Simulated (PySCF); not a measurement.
C3H7O, SMILES C[CH]CO, doublet at its B3LYP/def2-SVP optimised geometry (Å):

```
11

C     -0.5337    -1.6244    -1.1759
C     -0.4160    -0.1397    -1.1709
C      0.1125     0.6180     0.0000
O     -0.2612     1.9821     0.0000
H     -0.8681    -2.0142    -0.1983
H     -1.2378    -1.9784    -1.9465
H      0.4374    -2.1211    -1.3919
H     -0.4523     0.4058    -2.1218
H     -0.1810     0.1042     0.9432
H      1.2237     0.6180     0.0000
H     -1.2237     2.0142    -0.0853
```

Method: PySCF with unrestricted B3LYP/def2-TZVP. Cells within 0.4 Å of a nucleus heavier than hydrogen are left out (blank, or x).

Map of the deformation density (molecule minus spherical neutral atoms) (e/bohr³) on the plane z = 0.0 Å:

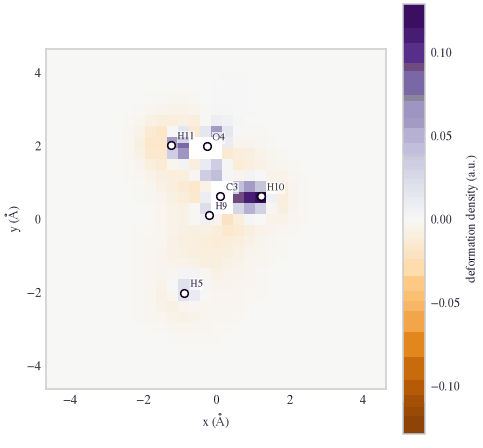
Figure: Deformation density (molecule minus spherical neutral atoms) (e/bohr³) on the plane z = 0.0 Å.
